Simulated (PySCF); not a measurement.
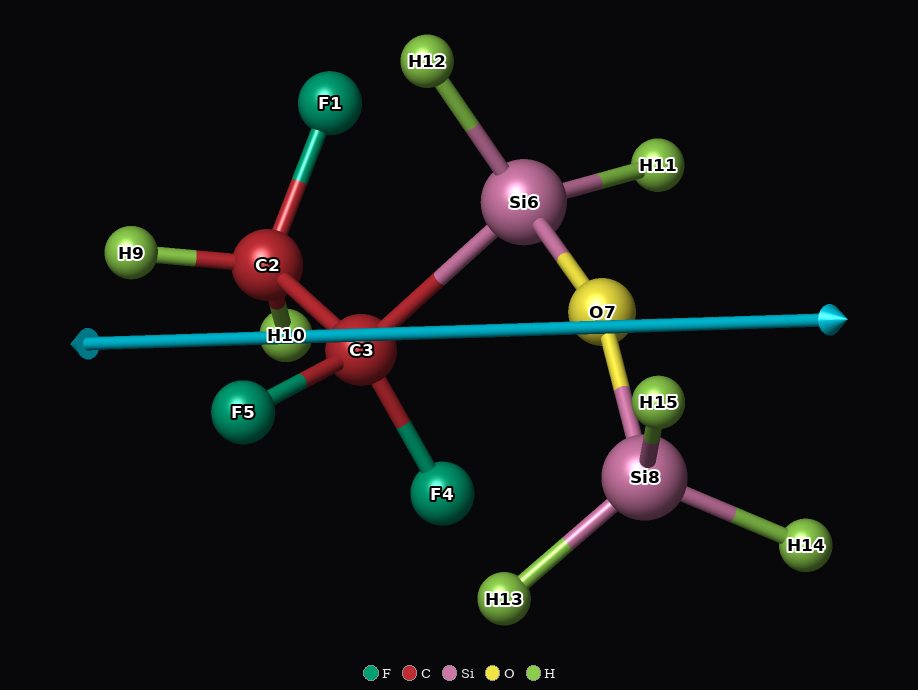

The double arrow shows the direction of the transition dipole to excited singlet state 6 (its length means nothing). Computed geometry: GFN2-xTB optimisation. No frequency run is at hand to confirm it as a minimum. Method: TDDFT PBE0/def2-SVPD, vertical, gas phase, core orbitals frozen in the response (PySCF 2.14.0).

Question: Where does the transition lie, and how strong is it?

Answer: 8.18 eV (152 nm), oscillator strength 0.045, of mixed character, with the largest part HOMO−2 → LUMO (weight 0.45); transition dipole 1.20 D.

The geometry is semi-empirical. Around Si such bond lengths and angles can be off by a tenth of an ångström or more and by several degrees, and values that hang on the shape move with them.
